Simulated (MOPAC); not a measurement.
## Run report: AlHF (charge +1), geometry relaxation

The run: geometry relaxation of AlHF, charge +1. Method and program: PM7, closed shell, dispersion built in (MOPAC 23.2.5).

The starting geometry was optimised with PM7.

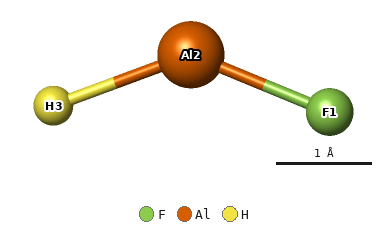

Figure 1. The starting structure (ball-and-stick view, seen at a tilt; atoms are numbered from 1 in the order of the input). Sticks mark near contacts. Bond lengths as drawn: Al–F 1.60 Å and Al–H 1.59 Å.

### Input (alfh.mop)
```
PM7 CHARGE=1 GNORM=0.05 SINGLET DISP CYCLES=300 AUX(PRECISION=6) THREADS=1
AlFH optimise

F      0.881503 +1     0.966532 +1     0.581965 +1
Al    -0.343334 +1     0.253013 +1    -0.154960 +1
H     -0.773881 +1    -1.225182 +1    -0.567517 +1
```

Hardware: 1 thread of AMD EPYC (Zen 5), 128 GiB of memory available, shared host.

Launched with:
```bash
mopac alfh.mop
```

### Log
```
MOPAC v23.2.5
PM7 CALCULATION RESULTS

 *  PM7        - The PM7 Hamiltonian to be used
 *  SINGLET    - SPIN STATE DEFINED AS A SINGLET
 *
 *
 *
 *                 CHARGE ON SYSTEM = +1
 *
 *
 *
 *  THREADS=1  - MULTI-THREADING NOT USED
 *  CYCLES=    - DO A MAXIMUM OF 300 STEPS
 *  GNORM      - EXIT WHEN GRADIENT NORM DROPS BELOW 0.050
 *  AUX        - OUTPUT AUXILIARY INFORMATION
 *  DISP       - PRINT DISPERSION AND HYDROGEN BOND ENERGIES
PM7 CHARGE=1 GNORM=0.05 SINGLET DISP CYCLES=300 AUX(PRECISION=6) THREADS=1
 AlFH optimise

   ATOM   CHEMICAL          X               Y               Z
  NUMBER   SYMBOL      (ANGSTROMS)     (ANGSTROMS)     (ANGSTROMS)

     1       F          0.88150300  *   0.96653200  *   0.58196500  *
     2      Al         -0.34333400  *   0.25301300  *  -0.15496000  *
     3       H         -0.77388100  *  -1.22518200  *  -0.56751700  *

          CARTESIAN COORDINATES

    NO.       ATOM           X           Y           Z

     1         F          0.8815      0.9665      0.5820
     2        Al         -0.3433      0.2530     -0.1550
     3         H         -0.7739     -1.2252     -0.5675

           Empirical Formula: H F Al  =     3 atoms

      MOLECULAR POINT GROUP   :   Cs

 SINGLET STATE CALCULATION

      RHF CALCULATION, NO. OF DOUBLY OCCUPIED LEVELS = 5

          Geometry optimization using EF

          DIAGONAL MATRIX USED AS START HESSIAN
```

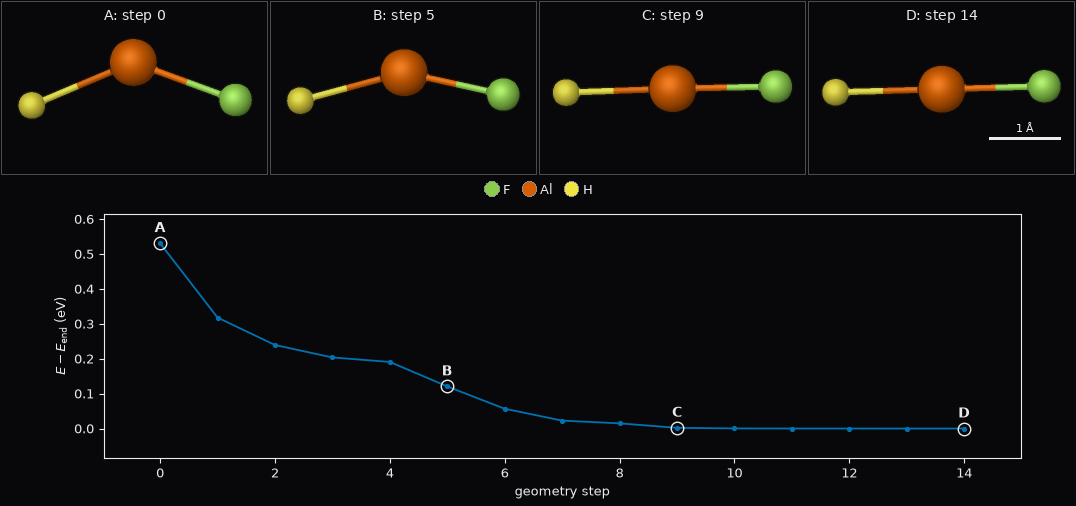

Figure 2. Frames of the relaxation (ball-and-stick view, seen at a tilt) above the curves, on which the letters mark them (steps are counted from 0).

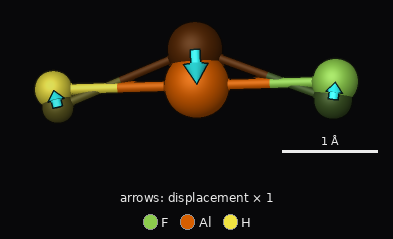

Figure 3. Start (faint) and end (solid) with the displacements as teal arrows, at true length (ball-and-stick view, seen at a tilt). The two geometries are laid on each other by the best rigid fit. The energy falls by 0.531 eV in 14 geometry steps. The largest force component goes from 3.8 to 0.00032 eV/Å. The largest move after the best rigid fit is that of Al2, 0.38 Å. By element the largest moves are Al 0.38 Å, F 0.20 Å, H 0.19 Å. Distances before and after: F1–Al2 1.598 → 1.500 Å, Al2–H3 1.594 → 1.551 Å. Among the angles that change: F1–Al2–H3 137.8° → 180.0°. (Atoms are counted from 1 in the order of the input.)

```
 CYCLE:     1 TIME:   0.000 TIME LEFT:  2.00D  GRAD.:   150.698 HEAT:  171.1638
 CYCLE:     2 TIME:   0.008 TIME LEFT:  2.00D  GRAD.:   106.199 HEAT:  166.2497
 CYCLE:     3 TIME:   0.000 TIME LEFT:  2.00D  GRAD.:    51.864 HEAT:  164.4378
 CYCLE:     4 TIME:   0.000 TIME LEFT:  2.00D  GRAD.:    19.376 HEAT:  163.6141
 CYCLE:     5 TIME:   0.000 TIME LEFT:  2.00D  GRAD.:    18.244 HEAT:  163.3193
 CYCLE:     6 TIME:   0.000 TIME LEFT:  2.00D  GRAD.:    33.321 HEAT:  161.6989
 CYCLE:     7 TIME:   0.008 TIME LEFT:  2.00D  GRAD.:    43.926 HEAT:  160.2272
 CYCLE:     8 TIME:   0.000 TIME LEFT:  2.00D  GRAD.:    25.761 HEAT:  159.4427
 CYCLE:     9 TIME:   0.000 TIME LEFT:  2.00D  GRAD.:    32.880 HEAT:  159.2618
 CYCLE:    10 TIME:   0.000 TIME LEFT:  2.00D  GRAD.:    11.236 HEAT:  158.9650
 CYCLE:    11 TIME:   0.000 TIME LEFT:  2.00D  GRAD.:     2.592 HEAT:  158.9265
 CYCLE:    12 TIME:   0.008 TIME LEFT:  2.00D  GRAD.:     1.866 HEAT:  158.9203
 CYCLE:    13 TIME:   0.000 TIME LEFT:  2.00D  GRAD.:     0.739 HEAT:  158.9197
 CYCLE:    14 TIME:   0.000 TIME LEFT:  2.00D  GRAD.:     0.091 HEAT:  158.9180
 CYCLE:    15 TIME:   0.000 TIME LEFT:  2.00D  GRAD.:     0.013 HEAT:  158.9180

     GRADIENT =  0.01324 IS LESS THAN CUTOFF =  0.05000

 -------------------------------------------------------------------------------
 PM7 CHARGE=1 GNORM=0.05 SINGLET DISP CYCLES=300 AUX(PRECISION=6) THREADS=1
 AlFH optimise

     GEOMETRY OPTIMISED USING EIGENVECTOR FOLLOWING (EF).
     SCF FIELD WAS ACHIEVED

                              PM7 CALCULATION

          FINAL HEAT OF FORMATION =        158.91802 KCAL/MOL =     664.91299 KJ/MOL

          TOTAL ENERGY            =     -12349.43311 KCAL/MOL = ELECTRONIC ENERGY + CORE-CORE REPULSION
          ENERGY OF ATOMS         =      12508.36254 KCAL/MOL
                              SUM =        158.92943 KCAL/MOL
          DISPERSION ENERGY       =         -0.01141 KCAL/MOL
                              SUM =        158.91802 KCAL/MOL = FINAL HEAT OF FORMATION

          TOTAL ENERGY            =       -535.52210 EV
          ELECTRONIC ENERGY       =       -764.29351 EV
          CORE-CORE REPULSION     =        228.77140 EV
          COSMO AREA              =         79.22 SQUARE ANGSTROMS
          COSMO VOLUME            =         64.62 CUBIC ANGSTROMS

          GRADIENT NORM           =          0.01324          =       0.00764 PER ATOM
          IONIZATION POTENTIAL    =         19.766054 EV
          HOMO LUMO ENERGIES (EV) =        -19.766 -6.688
          NO. OF FILLED LEVELS    =          5
          MOLECULAR WEIGHT        =         46.9878         POINT GROUP:  C*v

          MOLECULAR DIMENSIONS (Angstroms)

            Atom       Atom       Distance
            H     3    F     1     3.05128
           Al     2    F     1     0.00018
            F     1    H     3     0.00000

          SCF CALCULATIONS        =         17

          WALL-CLOCK TIME         =      0.039 SECONDS
          COMPUTATION TIME        =      0.017 SECONDS

   ATOM   CHEMICAL          X               Y               Z
  NUMBER   SYMBOL      (ANGSTROMS)     (ANGSTROMS)     (ANGSTROMS)

     1       F          0.78383101  *   1.06376165  *   0.54247837  *
     2      Al         -0.18251658  *   0.10576640  *  -0.08833877  *
     3       H         -1.18189419  *  -0.88546342  *  -0.74077869  *

                             CARTESIAN COORDINATES

   1    F        0.783831005     1.063761647     0.542478370
   2   Al       -0.182516584     0.105766398    -0.088338768
   3    H       -1.181894185    -0.885463422    -0.740778695

           Empirical Formula: H F Al  =     3 atoms

      MOLECULAR POINT GROUP   :   C*v

                  EIGENVALUES
 -49.72625 -24.08436 -23.80380 -23.80380 -19.76605  -6.68803  -6.68803  -6.47436
  -1.30909   3.88731   3.88731   5.93260   5.93260   9.92915

              NET ATOMIC CHARGES AND DIPOLE CONTRIBUTIONS

  ATOM NO.   TYPE          CHARGE      No. of ELECS.   s-Pop       p-Pop       d-Pop
    1          F          -0.027201        7.0272     1.85947     5.16773
    2         Al           1.101794        1.8982     0.08046     0.95926     0.85848
    3          H          -0.074593        1.0746     1.07459
 DIPOLE           X         Y         Z       TOTAL
 POINT-CHG.    -1.542    -1.528    -1.007     2.393
 HYBRID         0.114     0.114     0.075     0.178
 SUM           -1.428    -1.414    -0.932     2.215

          ATOMIC ORBITAL ELECTRON POPULATIONS

     Atom    s        px        py        pz      x^2-y^2     xz        z^2       yz        xy
    1  F   1.85947   1.72718   1.72678   1.71377
    2 Al   0.08046   0.36974   0.36562   0.22391   0.14865   0.16338   0.10628   0.16118   0.27899
    3  H   1.07459

 *                    *
 * JOB ENDED NORMALLY *
 *                    *

 TOTAL JOB TIME:             0.04 SECONDS

 == MOPAC DONE ==
```

### Trajectory as extended XYZ (Å, eV, eV/Å), 15 frames, from step=0 to step=14
```
3
Properties=species:S:1:pos:R:3:forces:R:3 step=0 energy=7.42237
F     0.8815    0.9665    0.5820   -3.7956  -1.8085  -2.2334
Al   -0.3433    0.2530   -0.1550    3.7003   0.3328   1.9984
H    -0.7739   -1.2252   -0.5675    0.0953   1.4757   0.2350
3
Properties=species:S:1:pos:R:3:forces:R:3 step=1 energy=7.20927
F     0.8245    0.9359    0.5480    1.5807   1.3880   1.0092
Al   -0.2954    0.2730   -0.1271   -1.7245  -2.9408  -1.2795
H    -0.7744   -1.1954   -0.5641    0.1438   1.5528   0.2703
3
Properties=species:S:1:pos:R:3:forces:R:3 step=2 energy=7.13070
F     0.8344    0.9513    0.5551   -0.3217   0.1773  -0.1482
Al   -0.3031    0.2433   -0.1349    1.0571   1.0217   0.6869
H    -0.7776   -1.1086   -0.5549   -0.7353  -1.1989  -0.5387
3
Properties=species:S:1:pos:R:3:forces:R:3 step=3 energy=7.09498
F     0.8356    0.9528    0.5560   -0.2390   0.2494  -0.0954
Al   -0.3010    0.2491   -0.1331    0.5298  -0.3546   0.2360
H    -0.7933   -1.1452   -0.5678   -0.2908   0.1052  -0.1406
3
Properties=species:S:1:pos:R:3:forces:R:3 step=4 energy=7.08220
F     0.8325    0.9562    0.5548   -0.0147   0.3940   0.0413
Al   -0.2952    0.2451   -0.1305    0.2884  -0.5200   0.0876
H    -0.8102   -1.1393   -0.5760   -0.2737   0.1261  -0.1289
3
Properties=species:S:1:pos:R:3:forces:R:3 step=5 energy=7.01193
F     0.8210    0.9841    0.5521    0.3936   0.6354   0.2874
Al   -0.2641    0.2147   -0.1179   -0.2972  -1.0471  -0.2879
H    -0.9209   -1.1029   -0.6300   -0.0964   0.4117   0.0006
3
Properties=species:S:1:pos:R:3:forces:R:3 step=6 energy=6.94811
F     0.8075    1.0263    0.5503    0.2034   0.4028   0.1577
Al   -0.2234    0.1666   -0.1024   -0.6320  -1.2913  -0.4955
H    -1.0731   -1.0373   -0.7022    0.4286   0.8885   0.3378
3
Properties=species:S:1:pos:R:3:forces:R:3 step=7 energy=6.91409
F     0.7999    1.0446    0.5486   -0.0452   0.1025  -0.0113
Al   -0.2069    0.1406   -0.0969   -0.3212  -0.7046  -0.2578
H    -1.1257   -0.9821   -0.7232    0.3664   0.6021   0.2691
3
Properties=species:S:1:pos:R:3:forces:R:3 step=8 energy=6.90625
F     0.7901    1.0558    0.5448   -0.2114  -0.1390  -0.1294
Al   -0.1962    0.1157   -0.0943    0.7514   0.6737   0.4817
H    -1.1383   -0.9022   -0.7198   -0.5400  -0.5347  -0.3524
3
Properties=species:S:1:pos:R:3:forces:R:3 step=9 energy=6.89338
F     0.7848    1.0688    0.5436   -0.2492  -0.2611  -0.1646
Al   -0.1808    0.1008   -0.0881    0.1122   0.1529   0.0786
H    -1.1950   -0.8817   -0.7473    0.1371   0.1081   0.0861
3
Properties=species:S:1:pos:R:3:forces:R:3 step=10 energy=6.89171
F     0.7869    1.0609    0.5437   -0.0577  -0.0362  -0.0352
Al   -0.1871    0.1109   -0.0901    0.0671   0.0215   0.0383
H    -1.1711   -0.8994   -0.7368   -0.0095   0.0147  -0.0031
3
Properties=species:S:1:pos:R:3:forces:R:3 step=11 energy=6.89143
F     0.7854    1.0626    0.5432   -0.0431  -0.0290  -0.0266
Al   -0.1848    0.1080   -0.0892    0.0447   0.0185   0.0261
H    -1.1771   -0.8922   -0.7391   -0.0016   0.0105   0.0006
3
Properties=species:S:1:pos:R:3:forces:R:3 step=12 energy=6.89141
F     0.7825    1.0653    0.5420    0.0139   0.0026   0.0075
Al   -0.1803    0.1032   -0.0875   -0.0228  -0.0004  -0.0120
H    -1.1873   -0.8788   -0.7428    0.0089  -0.0022   0.0045
3
Properties=species:S:1:pos:R:3:forces:R:3 step=13 energy=6.89134
F     0.7837    1.0639    0.5424   -0.0008  -0.0019  -0.0009
Al   -0.1823    0.1055   -0.0883    0.0008   0.0029   0.0009
H    -1.1824   -0.8848   -0.7410    0.0001  -0.0009   0.0000
3
Properties=species:S:1:pos:R:3:forces:R:3 step=14 energy=6.89134
F     0.7838    1.0638    0.5425   -0.0001  -0.0003  -0.0003
Al   -0.1825    0.1058   -0.0883    0.0001   0.0002   0.0002
H    -1.1819   -0.8855   -0.7408    0.0000   0.0001   0.0001
```

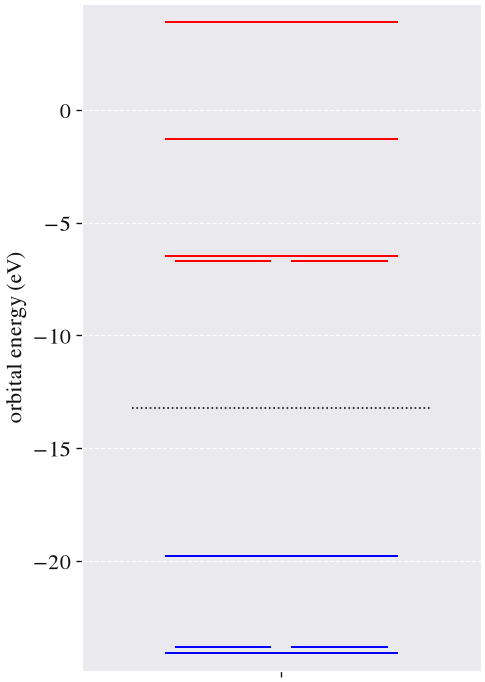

Figure 4. Orbital energies near the frontier; the dotted line parts filled from empty levels, and levels within 0.02 eV of each other stand side by side. Highest filled −19.77 eV, lowest empty −6.69 eV, 13.08 eV apart.

### Results in brief

| quantity | value |
| --- | --- |
| outcome | converged |
| total energy | −19.680074 hartree |
| dispersion energy | −0.000018 hartree |
| heat of formation | 158.92 kcal/mol |
| basis functions | 14 |
| largest force | 0.000 eV/Å |
| HOMO | −19.77 eV |
| LUMO | −6.69 eV |
| peak memory | 0.08 GiB |

MOPAC's energies along a path are heats of formation.
